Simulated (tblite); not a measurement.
## Geometry relaxation of CH4BF2O2Si (part 4 of 4)

CH4BF2O2Si, multiplicity 2, SMILES [O]CO[SiH2]B(F)F; GFN2-xTB geometry optimisation, gas phase (tblite 0.8.0). It belongs to a series of runs on one base structure; here: H added to acyl C.

Geometry of the input (Å):
```
O  2.8936  -0.8142  -0.8658
C  1.9152  -0.0935  -0.1655
O  0.6563  -0.5720  -0.5204
Si -0.5503  0.3267  0.3496
B  -2.3131  -0.3232  -0.1276
F  -2.6691  -1.7055  0.0811
F  -3.2700  0.5870  -0.7275
H  2.0433  0.9852  -0.4035
H  2.1119  -0.2590  0.9319
H  -0.3591  0.1219  1.8075
H  -0.4533  1.7492  0.0333
```

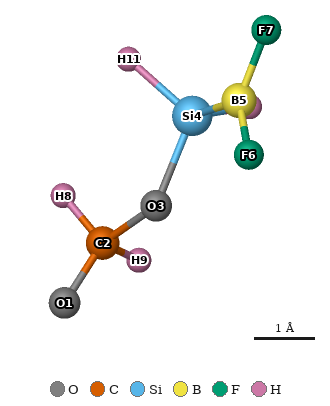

Fig. 1: The geometry at step 90 of the log (ball-and-stick view, seen at a tilt; atoms are numbered from 1 in the order of the input).

Trajectory as extended XYZ, continued:
```
11
Properties=species:S:1:pos:R:3:forces:R:3 step=79 energy=-674.47570
O     2.6176   -0.9162   -1.0440   -0.0070   0.0030   0.0150
C     1.9759   -0.2235   -0.1947    0.0030  -0.0120   0.0010
O     0.6068   -0.4851   -0.0655    0.0120   0.0160  -0.0130
Si   -0.6220    0.4541    0.4319   -0.0100  -0.0130  -0.0040
B    -2.2797   -0.3978   -0.2290   -0.0030  -0.0290   0.0070
F    -2.4379   -1.6630   -0.5422    0.0060   0.0330   0.0000
F    -3.4035    0.2874   -0.3288    0.0040  -0.0080   0.0060
H     2.1093    0.8866   -0.3408    0.0040  -0.0080  -0.0010
H     2.4055   -0.3414    0.8433   -0.0090   0.0020  -0.0070
H    -0.5625    0.5692    1.9029   -0.0020   0.0030  -0.0070
H    -0.4039    1.8324   -0.0400    0.0030   0.0120   0.0040
11
Properties=species:S:1:pos:R:3:forces:R:3 step=80 energy=-674.47582
O     2.6156   -0.9157   -1.0450   -0.0060   0.0010   0.0180
C     1.9759   -0.2245   -0.1930   -0.0020  -0.0130  -0.0010
O     0.6069   -0.4868   -0.0610    0.0150   0.0090  -0.0060
Si   -0.6218    0.4552    0.4311   -0.0140  -0.0200  -0.0070
B    -2.2790   -0.3986   -0.2288    0.0070  -0.0180   0.0100
F    -2.4335   -1.6598   -0.5576    0.0080   0.0160  -0.0030
F    -3.4064    0.2824   -0.3122   -0.0090   0.0010   0.0040
H     2.1073    0.8856   -0.3394    0.0090  -0.0020   0.0020
H     2.4078   -0.3431    0.8441   -0.0110   0.0030  -0.0130
H    -0.5685    0.5776    1.9018    0.0040   0.0010  -0.0070
H    -0.3987    1.8303   -0.0467   -0.0010   0.0210   0.0020
11
Properties=species:S:1:pos:R:3:forces:R:3 step=81 energy=-674.47590
O     2.6115   -0.9157   -1.0465    0.0040  -0.0110   0.0080
C     1.9752   -0.2260   -0.1913   -0.0090  -0.0040   0.0030
O     0.6070   -0.4892   -0.0533    0.0050   0.0080  -0.0030
Si   -0.6219    0.4567    0.4309   -0.0050  -0.0150  -0.0080
B    -2.2777   -0.3999   -0.2280   -0.0100  -0.0200  -0.0020
F    -2.4265   -1.6563   -0.5781    0.0070   0.0340   0.0040
F    -3.4096    0.2764   -0.2934    0.0030  -0.0120   0.0060
H     2.1050    0.8842   -0.3377    0.0110   0.0020   0.0050
H     2.4107   -0.3455    0.8440   -0.0060   0.0050  -0.0090
H    -0.5741    0.5893    1.9009    0.0080  -0.0020  -0.0080
H    -0.3941    1.8288   -0.0543   -0.0060   0.0150   0.0030
11
Properties=species:S:1:pos:R:3:forces:R:3 step=83 energy=-674.47599
O     2.6079   -0.9179   -1.0476    0.0060  -0.0140   0.0050
C     1.9749   -0.2273   -0.1907   -0.0050   0.0050   0.0000
O     0.6072   -0.4882   -0.0490   -0.0030  -0.0010  -0.0040
Si   -0.6228    0.4581    0.4309    0.0020   0.0020  -0.0040
B    -2.2764   -0.4015   -0.2276   -0.0040   0.0070  -0.0010
F    -2.4220   -1.6540   -0.5894    0.0090  -0.0030  -0.0030
F    -3.4107    0.2710   -0.2840   -0.0120   0.0000   0.0080
H     2.1063    0.8827   -0.3373    0.0100   0.0030   0.0040
H     2.4129   -0.3471    0.8431   -0.0030   0.0020   0.0000
H    -0.5783    0.5968    1.9004    0.0100  -0.0060  -0.0060
H    -0.3936    1.8303   -0.0555   -0.0110   0.0050   0.0010
11
Properties=species:S:1:pos:R:3:forces:R:3 step=84 energy=-674.47604
O     2.6076   -0.9181   -1.0474    0.0020  -0.0100   0.0060
C     1.9747   -0.2279   -0.1898    0.0030   0.0060  -0.0020
O     0.6077   -0.4901   -0.0460   -0.0050   0.0020  -0.0070
Si   -0.6226    0.4575    0.4304    0.0020   0.0110  -0.0030
B    -2.2764   -0.4019   -0.2272   -0.0110   0.0010  -0.0060
F    -2.4210   -1.6522   -0.5982    0.0080   0.0090   0.0010
F    -3.4119    0.2698   -0.2759   -0.0050  -0.0080   0.0080
H     2.1054    0.8824   -0.3359    0.0080  -0.0010   0.0010
H     2.4146   -0.3472    0.8430   -0.0030   0.0010   0.0050
H    -0.5778    0.6012    1.8993    0.0090  -0.0080  -0.0050
H    -0.3950    1.8293   -0.0591   -0.0080  -0.0030   0.0010
11
Properties=species:S:1:pos:R:3:forces:R:3 step=86 energy=-674.47621
O     2.6090   -0.9198   -1.0442   -0.0090   0.0040   0.0100
C     1.9746   -0.2292   -0.1877    0.0180   0.0010  -0.0060
O     0.6084   -0.4940   -0.0428   -0.0020   0.0070  -0.0080
Si   -0.6220    0.4560    0.4285   -0.0060   0.0250  -0.0050
B    -2.2772   -0.4024   -0.2258   -0.0070   0.0030  -0.0060
F    -2.4182   -1.6453   -0.6212    0.0040   0.0020   0.0010
F    -3.4159    0.2650   -0.2525   -0.0040  -0.0100   0.0090
H     2.1037    0.8817   -0.3324    0.0070  -0.0080  -0.0100
H     2.4166   -0.3469    0.8442   -0.0070  -0.0040   0.0160
H    -0.5749    0.6113    1.8958    0.0070  -0.0130   0.0000
H    -0.3987    1.8263   -0.0687   -0.0020  -0.0080   0.0000
11
Properties=species:S:1:pos:R:3:forces:R:3 step=87 energy=-674.47641
O     2.6108   -0.9223   -1.0398   -0.0140   0.0150   0.0100
C     1.9744   -0.2305   -0.1855    0.0220  -0.0080  -0.0060
O     0.6084   -0.4965   -0.0415    0.0020   0.0100  -0.0050
Si   -0.6215    0.4557    0.4261   -0.0120   0.0290  -0.0080
B    -2.2778   -0.4029   -0.2243   -0.0090   0.0090  -0.0050
F    -2.4138   -1.6370   -0.6473    0.0000  -0.0030   0.0000
F    -3.4214    0.2573   -0.2245    0.0030  -0.0150   0.0090
H     2.1028    0.8806   -0.3295    0.0080  -0.0100  -0.0180
H     2.4165   -0.3471    0.8465   -0.0110  -0.0050   0.0220
H    -0.5727    0.6220    1.8920    0.0080  -0.0170   0.0030
H    -0.4004    1.8234   -0.0792    0.0020  -0.0040  -0.0020
11
Properties=species:S:1:pos:R:3:forces:R:3 step=89 energy=-674.47673
O     2.6186   -0.9390   -1.0167   -0.0150   0.0420  -0.0050
C     1.9743   -0.2351   -0.1781    0.0160  -0.0420   0.0080
O     0.6060   -0.4953   -0.0488    0.0120   0.0120   0.0110
Si   -0.6220    0.4613    0.4155   -0.0230   0.0230  -0.0140
B    -2.2794   -0.4051   -0.2189   -0.1200  -0.0050  -0.0200
F    -2.3930   -1.6028   -0.7465   -0.0270   0.1050   0.0450
F    -3.4439    0.2169   -0.1120    0.1420  -0.1170  -0.0180
H     2.1090    0.8748   -0.3237    0.0150  -0.0210  -0.0360
H     2.4058   -0.3497    0.8588   -0.0180   0.0040   0.0360
H    -0.5643    0.6575    1.8772    0.0100  -0.0280   0.0020
H    -0.4056    1.8194   -0.1137    0.0070   0.0260  -0.0090
11
Properties=species:S:1:pos:R:3:forces:R:3 step=90 energy=-674.47721
O     2.6340   -0.9563   -0.9925   -0.0300   0.0750  -0.0010
C     1.9756   -0.2346   -0.1795    0.0020  -0.0770   0.0200
O     0.6010   -0.4781   -0.0849    0.0440   0.0070   0.0190
Si   -0.6243    0.4684    0.4084   -0.0210  -0.0200  -0.0260
B    -2.2824   -0.4034   -0.2170    0.0190   0.1820   0.0990
F    -2.3904   -1.5883   -0.7550   -0.0150  -0.2280  -0.1050
F    -3.4524    0.1960   -0.0869   -0.0030   0.0210   0.0140
H     2.1268    0.8727   -0.3302    0.0170  -0.0400  -0.0370
H     2.3800   -0.3478    0.8696   -0.0290   0.0210   0.0170
H    -0.5455    0.6449    1.8707    0.0050  -0.0200   0.0150
H    -0.4170    1.8291   -0.1095    0.0110   0.0780  -0.0150
11
Properties=species:S:1:pos:R:3:forces:R:3 step=91 energy=-674.47787
O     2.6199   -0.9623   -0.9972   -0.0020   0.0480  -0.0210
C     1.9721   -0.2376   -0.1793   -0.0030  -0.0500   0.0250
O     0.5980   -0.4725   -0.0758    0.0240  -0.0050   0.0200
Si   -0.6267    0.4752    0.4155   -0.0050  -0.0090  -0.0250
B    -2.2786   -0.4057   -0.2135    0.0770  -0.0660  -0.0400
F    -2.3759   -1.5887   -0.7750    0.0010   0.0240   0.0220
F    -3.4494    0.1851   -0.0848   -0.0910   0.0390   0.0250
H     2.1297    0.8685   -0.3328    0.0160  -0.0330  -0.0290
H     2.3822   -0.3526    0.8669   -0.0190   0.0230   0.0260
H    -0.5476    0.6582    1.8775    0.0040  -0.0210   0.0040
H    -0.4185    1.8352   -0.1084    0.0000   0.0500  -0.0050
11
Properties=species:S:1:pos:R:3:forces:R:3 step=93 energy=-674.47858
O     2.6245   -0.9515   -1.0019    0.0270  -0.0010  -0.0440
C     1.9757   -0.2368   -0.1776    0.0000   0.0020   0.0240
O     0.6044   -0.4791   -0.0703   -0.0320  -0.0070   0.0140
Si   -0.6247    0.4706    0.4065    0.0060   0.0190  -0.0010
B    -2.2793   -0.4056   -0.2196   -0.0170   0.0700   0.0370
F    -2.3918   -1.5949   -0.7564   -0.0010  -0.0750  -0.0360
F    -3.4477    0.1960   -0.0850    0.0030  -0.0020   0.0030
H     2.1261    0.8705   -0.3304    0.0160  -0.0170  -0.0190
H     2.3884   -0.3495    0.8670   -0.0060   0.0140   0.0370
H    -0.5611    0.6490    1.8713    0.0090  -0.0180  -0.0140
H    -0.4090    1.8340   -0.1103   -0.0050   0.0150  -0.0010
11
Properties=species:S:1:pos:R:3:forces:R:3 step=94 energy=-674.47903
O     2.6292   -0.9606   -0.9915    0.0010   0.0290  -0.0170
C     1.9757   -0.2380   -0.1766    0.0020  -0.0220   0.0150
O     0.6015   -0.4723   -0.0822    0.0030  -0.0070   0.0120
Si   -0.6258    0.4753    0.4033    0.0010   0.0020  -0.0060
B    -2.2806   -0.4053   -0.2175    0.0110   0.0350   0.0240
F    -2.3870   -1.5862   -0.7757    0.0010  -0.0510  -0.0260
F    -3.4527    0.1819   -0.0611   -0.0220   0.0120   0.0070
H     2.1340    0.8680   -0.3326    0.0140  -0.0300  -0.0180
H     2.3785   -0.3493    0.8728   -0.0140   0.0190   0.0190
H    -0.5524    0.6504    1.8677    0.0050  -0.0140  -0.0090
H    -0.4151    1.8388   -0.1133   -0.0030   0.0270  -0.0020
11
Properties=species:S:1:pos:R:3:forces:R:3 step=96 energy=-674.47977
O     2.6398   -0.9712   -0.9737   -0.0080   0.0250   0.0000
C     1.9768   -0.2409   -0.1731    0.0020  -0.0160   0.0040
O     0.5997   -0.4627   -0.1029    0.0150  -0.0060   0.0020
Si   -0.6269    0.4821    0.3915    0.0030  -0.0050   0.0000
B    -2.2834   -0.4041   -0.2160    0.0210  -0.0220   0.0040
F    -2.3863   -1.5737   -0.8019    0.0030   0.0050  -0.0030
F    -3.4597    0.1605   -0.0169   -0.0290   0.0170   0.0030
H     2.1473    0.8626   -0.3361    0.0090  -0.0280  -0.0060
H     2.3606   -0.3456    0.8847   -0.0120   0.0180   0.0000
H    -0.5402    0.6462    1.8565   -0.0010  -0.0020  -0.0070
H    -0.4223    1.8495   -0.1189   -0.0030   0.0130   0.0030
11
Properties=species:S:1:pos:R:3:forces:R:3 step=97 energy=-674.47993
O     2.6435   -0.9740   -0.9680   -0.0030   0.0130   0.0000
C     1.9774   -0.2420   -0.1718    0.0010  -0.0080   0.0020
O     0.5997   -0.4597   -0.1100    0.0080  -0.0050  -0.0020
Si   -0.6271    0.4836    0.3871    0.0040  -0.0020   0.0040
B    -2.2845   -0.4037   -0.2158    0.0120  -0.0200   0.0070
F    -2.3873   -1.5698   -0.8087    0.0010   0.0070  -0.0050
F    -3.4620    0.1545   -0.0031   -0.0160   0.0130   0.0000
H     2.1522    0.8603   -0.3371    0.0060  -0.0180  -0.0040
H     2.3546   -0.3434    0.8887   -0.0090   0.0140  -0.0010
H    -0.5362    0.6439    1.8521   -0.0020   0.0020  -0.0040
H    -0.4250    1.8530   -0.1203   -0.0020   0.0050   0.0040
11
Properties=species:S:1:pos:R:3:forces:R:3 step=99 energy=-674.48004
O     2.6480   -0.9796   -0.9590    0.0050  -0.0030  -0.0030
C     1.9776   -0.2440   -0.1701   -0.0020   0.0010  -0.0010
O     0.5992   -0.4544   -0.1216   -0.0040  -0.0040  -0.0040
Si   -0.6277    0.4856    0.3831    0.0030   0.0000   0.0020
B    -2.2860   -0.4040   -0.2135    0.0010  -0.0150   0.0030
F    -2.3863   -1.5625   -0.8219   -0.0040   0.0120   0.0000
F    -3.4657    0.1448    0.0151    0.0060   0.0020  -0.0040
H     2.1599    0.8564   -0.3388    0.0020  -0.0010  -0.0030
H     2.3450   -0.3399    0.8940   -0.0030   0.0060   0.0020
H    -0.5269    0.6429    1.8475   -0.0050   0.0050   0.0030
H    -0.4317    1.8573   -0.1217    0.0000  -0.0030   0.0050
11
Properties=species:S:1:pos:R:3:forces:R:3 step=100 energy=-674.48007
O     2.6490   -0.9814   -0.9567    0.0060  -0.0040  -0.0020
C     1.9775   -0.2445   -0.1700   -0.0030   0.0010  -0.0020
O     0.5989   -0.4526   -0.1251   -0.0040  -0.0040  -0.0020
Si   -0.6279    0.4856    0.3836    0.0010  -0.0010  -0.0010
B    -2.2863   -0.4047   -0.2119    0.0030  -0.0020   0.0020
F    -2.3858   -1.5601   -0.8257   -0.0030  -0.0020  -0.0040
F    -3.4664    0.1427    0.0174    0.0060   0.0030   0.0010
H     2.1620    0.8553   -0.3396    0.0010   0.0020  -0.0040
H     2.3423   -0.3388    0.8952   -0.0030   0.0040   0.0030
H    -0.5231    0.6435    1.8474   -0.0050   0.0040   0.0050
H    -0.4346    1.8576   -0.1215    0.0010  -0.0020   0.0050
```

Summary:

```csv
quantity,value
outcome,converged
total energy,−674.4801 eV
hardware,"1 CPU thread, shared host"
wall time,0.59 s
peak memory,0.18 GiB
```
